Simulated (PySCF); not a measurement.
Consider C₄H₇NSSi.

Input file:

```
{"job": {"kind": "nmr", "xc": "PBE0", "basis": "pcSseg-1"}, "charge": 0, "multiplicity": 1}
Si    -1.931326    -0.078044     0.724790
C     -0.685408    -0.627687    -0.620156
C      0.645633    -0.017461    -0.380672
C      1.630878    -0.542750     0.490662
N      2.731820     0.146018     0.611954
S      2.680058     1.492164    -0.307660
C      1.110382     1.154760    -0.911064
H     -2.047512     1.379608     0.678347
H     -3.219428    -0.707023     0.433363
H     -1.435833    -0.503450     2.033062
H     -0.591825    -1.714045    -0.609928
H     -1.054130    -0.337744    -1.604461
H      1.533045    -1.461007     1.044552
H      0.632969     1.816189    -1.604958
```

Command:

```sh
OMP_NUM_THREADS=1 python probes_run.py task.json out
```

Geometry: GFN2-xTB.

Level of theory: PySCF 2.14.0, PBE0/pcSseg-1, SCF density, gas phase, non-relativistic.

Question: Predict the electron density and electron localisation function between the atoms.

Answer: C–N (1.30 Å): ρ is about 2.6 e/Å³ halfway; the ELF peaks at about 0.90 between the atoms (a covalent bond).
C–C (1.37 Å): the density is about 2.1 e/Å³ at the midpoint; the ELF peaks at about 0.95 between the atoms, as expected for a covalent bond.
S–N (1.63 Å): ρ at the midpoint is about 1.6 e/Å³; the ELF peaks at about 0.85 between the atoms; a covalent bond.
C–S (1.72 Å): ρ is about 1.5 e/Å³ halfway; the ELF peaks at about 0.90 between the atoms (localised, covalent bonding).

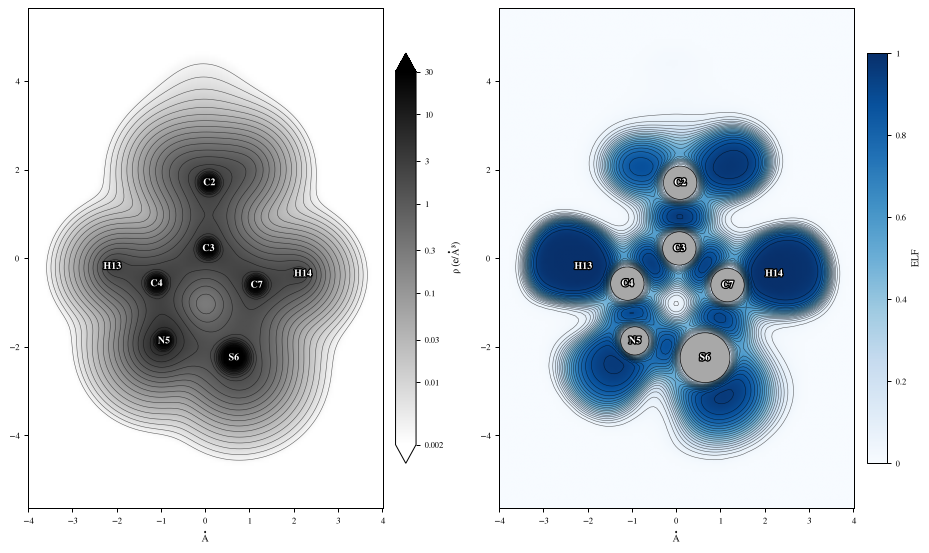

Computed electron density and electron localisation function on the plane of atoms C2, C3 and C4, in this order. Grey discs cover the atomic cores in the ELF map. 
